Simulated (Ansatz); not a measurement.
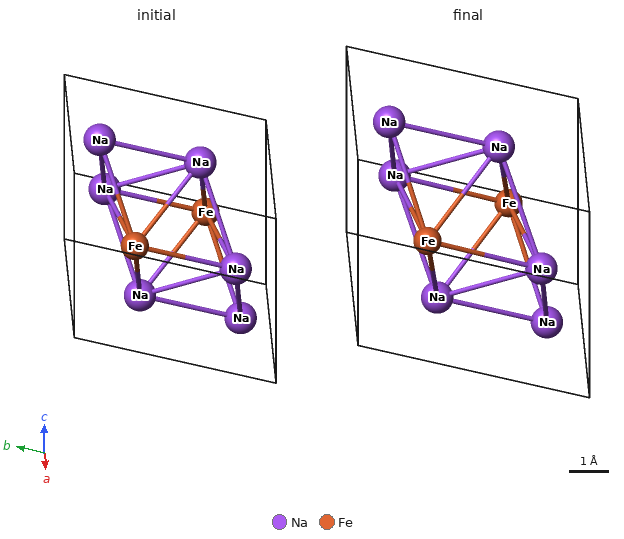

The structure of a crystal of Na3Fe (built on the Ni3Sn (D0_19)_194 type) (coarse preliminary run) before (left) and after (right) a relaxation, at one scale.

Style: ball-and-stick. Shown: the cell of the calculation, from a free direction.

Case: Ni3Sn (D0_19) type (P6_3/mmc, No. 194).

Level of theory: DFT PBE, scalar-relativistic, plane waves, PAW (Ansatz 0.2.0).

Input
```yaml
crystal:
  lattice:
    - [5.9733158322, 0.0, 0.0]
    - [-2.9866579161, 5.1730432555, 0.0]
    - [0.0, 0.0, 4.7945075921]
  atoms:
    - { symbol: Na, position: [0.833, 0.666, 0.25] }
    - { symbol: Na, position: [0.167, 0.833, 0.75] }
    - { symbol: Na, position: [0.334, 0.167, 0.25] }
    - { symbol: Na, position: [0.167, 0.334, 0.75] }
    - { symbol: Na, position: [0.833, 0.167, 0.25] }
    - { symbol: Na, position: [0.666, 0.833, 0.75] }
    - { symbol: Fe, position: [0.3333333333, 0.6666666667, 0.25], spin: 3.25 }
    - { symbol: Fe, position: [0.6666666667, 0.3333333333, 0.75], spin: 3.25 }
basis:
  ecutwfc: 420
kpoints:
  mp_grid: { grid: [3, 3, 4] }
hamiltonian:
  xc: pbe
scf:
  occupations: { method: gaussian, width: 0.1 }
  lower_state_search: "off"
output:
  forces: true
  stress: true
  eigenvalues: true
  populations: true
magnetization:
  spin_polarized: true
relax:
  adjacent_minimum: "off"
  f_tol: 0.04
  max_steps: 70
  cell: { stress_tol: 0.4 }
```

Command:
```bash
ansatz run input.yaml --threads 1 --pin off --max-ram 2560MiB --backend cpu --events-out ev --progress --plain --runs-dir out
```

Q: Summarise the run.

A: The largest moves relative to the cell, 0.10 Å, are those of Na1, Na2, Na3, Na4, Na5 and Na6. Na4 goes along [1 2 0]. Fe stays in place. The volume changes by +48.9 %, with a = b 5.973 → 6.855 Å (+14.8 %), c 4.795 → 5.421 Å (+13.1 %). Near-neighbour distances that change, for instance: Na1–Na3 2.993 → 3.608 Å, Na1–Na2 2.955 → 3.418 Å, Na1–Fe7 2.987 → 3.429 Å, Na1–Fe8 2.951 → 3.295 Å. The space group stays P6_3/mmc (No. 194). The energy falls by 1.893 eV per cell of the calculation in 5 accepted moves (7 points after the start). Largest force component: 0.33 eV/Å at the start, 0.0092 eV/Å at the end. Pressure: 11.24 GPa at the start and −0.06 GPa at the end. The SCF was repeated twice at an unchanged geometry on a basis and grid sized afresh for the cell, which shifted the energy by 0.113 eV per cell of the calculation at most.
